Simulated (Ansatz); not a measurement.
# [BH4]− (SMILES [H][B-]([H])([H])[H]) at 6 levels

Wanted: a comparison of 6 runs (CAM-B3LYP/3-21G, CAM-B3LYP/6-31G, HSE06/6-31G, UB3LYP/6-31G, r2SCAN/6-31G, UCCSD(T)/3-21G) of [BH4]−. 

Program for the calculation: Ansatz 0.2.0.

## (1) Starting point

The species is [BH4]− (5 atoms), meant as a singlet with charge -1. As SMILES, `[H][B-]([H])([H])[H]`. The H3–B1 distance was set to 1.843 Å, away from the relaxed value. At this shape a bond of the SMILES string is far longer than usual.

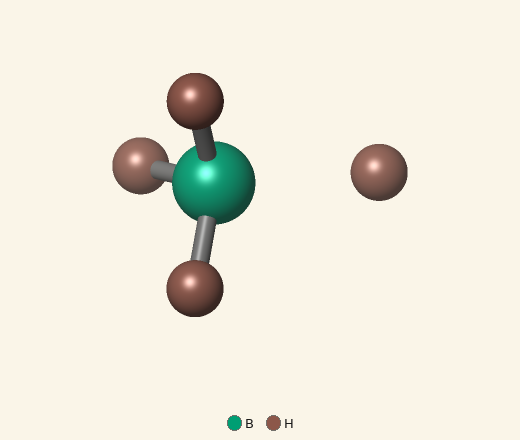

The structure, seen from a chosen angle (boron teal, hydrogen brown).

## (2) A single-point energy at CAM-B3LYP/3-21G (run 1)

Contents of run.yaml:

```yaml
crystal:
  periodic: [false, false, false]
  atoms:
    - symbol: B
      position_ang: [-0.577348, -0.006205, 0.210338]
    - symbol: H
      position_ang: [-0.565468, -0.026595, 1.439508]
    - symbol: H
      position_ang: [1.154650, 0.011840, -0.420810]
    - symbol: H
      position_ang: [-1.164948, 1.001795, -0.177172]
    - symbol: H
      position_ang: [-1.156278, -1.004895, -0.210302]
basis:
  gaussian:
    orbitals: 3-21G.json
total_charge: -1
hamiltonian:
  xc: {name: CAM-B3LYP}
accuracy: high
```

The basis set 3-21G is read from a file made from the Basis Set Exchange's data (not shown).

On the command line:

```console
$ ansatz run run.yaml --threads 1 --pin off --max-ram 2610MiB --events-out events.jsonl --progress --plain --runs-dir runs
```

Standard output:

```text
Warning: RAYON_NUM_THREADS=1 ignored (pool sized by the plan → 1); use --threads N
Functional definition: CAM-B3LYP
  name "CAM-B3LYP"
  parameter alpha = 0.19
  parameter beta = 0.46
  parameter omega = 0.33/bohr
  parameter ac = 0.81
  exchange = (1 - alpha - beta)*b88_x + beta*b88_x_sr(omega) + alpha*exact_x + beta*exact_x_lr(omega)
  correlation = (1 - ac)*vwn5_c + ac*lyp_c
338 factors; integrals over basis functions are off by at most 3.6e-9 eV
167 factors; integrals over basis functions are off by at most 1.1e-9 eV
mean field evaluation 1: about -734.7611 eV, gradient 6.7e0 eV
mean field evaluation 2: about -734.9623 eV, gradient 3.5e0 eV
mean field evaluation 4: about -735.0082 eV, gradient 9.0e-2 eV
mean field evaluation 8: about -734.9822 eV, gradient 2.0e-4 eV
mean field -734.98221544 eV, -27.0100982285 hartree, gradient 2.5e-8 eV, S^2 0.000000; 0 other end points of the search recorded, 0 dependent functions left out
reference -734.98222866 eV, -27.0100987144 hartree; 5, 5 occupied and 12, 12 virtual orbitals, 338 factors
Total energy: -734.98222866 eV, -27.0100987144 hartree
```

Wall time 0.6 s (1 thread of Arm Neoverse V2, shared host).

## (3) The energy at CAM-B3LYP/6-31G (run 2)

Contents of job.yaml:

```yaml
crystal:
  periodic: [false, false, false]
  atoms:
    - {symbol: B, position_ang: [-0.577348, -0.006205, 0.210338]}
    - {symbol: H, position_ang: [-0.565468, -0.026595, 1.439508]}
    - {symbol: H, position_ang: [1.154650, 0.011840, -0.420810]}
    - {symbol: H, position_ang: [-1.164948, 1.001795, -0.177172]}
    - {symbol: H, position_ang: [-1.156278, -1.004895, -0.210302]}
basis:
  gaussian: {orbitals: 6-31G}
total_charge: -1
hamiltonian: {xc: {name: CAM-B3LYP}}
accuracy: high
```

On the command line:

```console
$ ansatz run job.yaml --threads 1 --pin off --max-ram 2610MiB --events-out events.jsonl --progress --plain --runs-dir runs
```

Standard output:

```text
Warning: RAYON_NUM_THREADS=1 ignored (pool sized by the plan → 1); use --threads N
Functional definition: CAM-B3LYP
  name "CAM-B3LYP"
  parameter alpha = 0.19
  parameter beta = 0.46
  parameter omega = 0.33/bohr
  parameter ac = 0.81
  exchange = (1 - alpha - beta)*b88_x + beta*b88_x_sr(omega) + alpha*exact_x + beta*exact_x_lr(omega)
  correlation = (1 - ac)*vwn5_c + ac*lyp_c
414 factors; integrals over basis functions are off by at most 3.1e-9 eV
187 factors; integrals over basis functions are off by at most 1.4e-9 eV
mean field evaluation 1: about -738.6510 eV, gradient 7.6e0 eV
mean field evaluation 2: about -738.8833 eV, gradient 4.3e0 eV
mean field evaluation 4: about -738.9559 eV, gradient 9.5e-2 eV
mean field evaluation 8: about -738.9450 eV, gradient 9.8e-4 eV
mean field -738.94497636 eV, -27.1557270065 hartree, gradient 6.6e-8 eV, S^2 0.000000; 0 other end points of the search recorded, 0 dependent functions left out
reference -738.94498943 eV, -27.1557274867 hartree; 5, 5 occupied and 12, 12 virtual orbitals, 414 factors
Total energy: -738.94498943 eV, -27.1557274867 hartree
```

Wall time 0.66 s (1 thread of Arm Neoverse V2, shared host).

Runs 3 to 4 aren't shown in full; the table further down has their settings and results.

## (4) A single-point energy at r2SCAN/6-31G (run 5)

Contents of input.yaml:

```yaml
crystal:
  periodic: [false, false, false]
  atoms:
    - {symbol: B, position_ang: [-0.577348, -0.006205, 0.210338]}
    - {symbol: H, position_ang: [-0.565468, -0.026595, 1.439508]}
    - {symbol: H, position_ang: [1.154650, 0.011840, -0.420810]}
    - {symbol: H, position_ang: [-1.164948, 1.001795, -0.177172]}
    - {symbol: H, position_ang: [-1.156278, -1.004895, -0.210302]}
basis:
  gaussian:
    orbitals: 6-31G
total_charge: -1
magnetization:
  spin_polarized: false
hamiltonian:
  xc: r2scan
accuracy: high
```

On the command line:

```console
$ ansatz run input.yaml --threads 1 --pin off --max-ram 2610MiB --events-out events.jsonl --progress --plain --runs-dir runs
```

Standard output:

```text
Warning: RAYON_NUM_THREADS=1 ignored (pool sized by the plan → 1); use --threads N
Functional definition: r2SCAN
  name "r2SCAN"
  parameter k0 = 0.174
  parameter k1 = 0.065
  parameter a1 = 4.9479
  exchange = r2scan_x(k0 = k0, k1 = k1, a1 = a1)
  correlation = r2scan_c
414 factors; integrals over basis functions are off by at most 3.1e-9 eV
mean field evaluation 1: about -738.8249 eV, gradient 5.4e0 eV
mean field evaluation 2: about -738.8483 eV, gradient 4.6e0 eV
mean field evaluation 4: about -738.9617 eV, gradient 1.8e-1 eV
mean field evaluation 8: about -738.9508 eV, gradient 2.2e-3 eV
mean field -738.95081242 eV, -27.1559414776 hartree, gradient 8.5e-8 eV, S^2 0.000000; 0 other end points of the search recorded, 0 dependent functions left out
reference -738.95081285 eV, -27.1559414934 hartree; 5, 5 occupied and 12, 12 virtual orbitals, 414 factors
Total energy: -738.95081285 eV, -27.1559414934 hartree
```

It took 1.2 s on 1 thread of Arm Neoverse V2, shared host; peak memory 0.12 GiB.

## (5) A single-point energy at UCCSD(T)/3-21G (run 6)

Contents of molecule.yaml:

```yaml
crystal:
  periodic: [false, false, false]
  atoms:
    - symbol: B
      position_ang: [-0.577348, -0.006205, 0.210338]
    - symbol: H
      position_ang: [-0.565468, -0.026595, 1.439508]
    - symbol: H
      position_ang: [1.154650, 0.011840, -0.420810]
    - symbol: H
      position_ang: [-1.164948, 1.001795, -0.177172]
    - symbol: H
      position_ang: [-1.156278, -1.004895, -0.210302]
basis:
  gaussian:
    orbitals: 3-21G.json
total_charge: -1
magnetization:
  spin_polarized: true
correlation:
  method: ccsd_t
  frozen_orbitals: {B: 1, H: 0}
accuracy: high
scf:
  omitted_lower_state_checks: [cluster_reference, increment]
```

The basis set 3-21G is read from a file made from the Basis Set Exchange's data (not shown).

On the command line:

```console
$ ansatz run molecule.yaml --threads 1 --pin off --max-ram 2610MiB --events-out events.jsonl --progress --plain --runs-dir runs
```

Standard output:

```text
Warning: RAYON_NUM_THREADS=1 ignored (pool sized by the plan → 1); use --threads N
[... 12 lines left out ...]
1 core orbitals not correlated: weight in the atoms' cores, before any rotation towards them, 1.000 or more for the frozen orbitals, at most 0.000 for the correlated occupied ones
[... 21 lines left out ...]
Total energy: -731.05237187 eV, -26.8656791410 hartree
Checks for a lower state left out: cluster_reference, increment
```

It took 0.18 s on 1 thread of Arm Neoverse V2, shared host.

## (6) Overview of the runs

| run | level | frozen core orbitals | energy (Eh) | wall time |
| --- | --- | --- | --- | --- |
| 1 | CAM-B3LYP/3-21G | – | -27.010099 | 0.6 s |
| 2 | CAM-B3LYP/6-31G | – | -27.155727 | 0.66 s |
| 3 | HSE06/6-31G | – | -27.131784 | 0.7 s |
| 4 | UB3LYP/6-31G | – | -27.193264 | 0.93 s |
| 5 | r2SCAN/6-31G | – | -27.155941 | 1.2 s |
| 6 | UCCSD(T)/3-21G | 1 | -26.865679 | 0.18 s |

## (7) Outcome

```
                                         quantity         value
                              run 6: total energy  -26.86568 Eh
run 6: correlation energy (1 core orbital frozen)    -103.6 mEh
                            run 6: (T) correction     -2.05 mEh
                             run 6: T1 diagnostic         0.016
```

**Reading.** Totals of different functionals can't be ranked against each other. All runs together took 4.3 s, the longest 1.2 s.
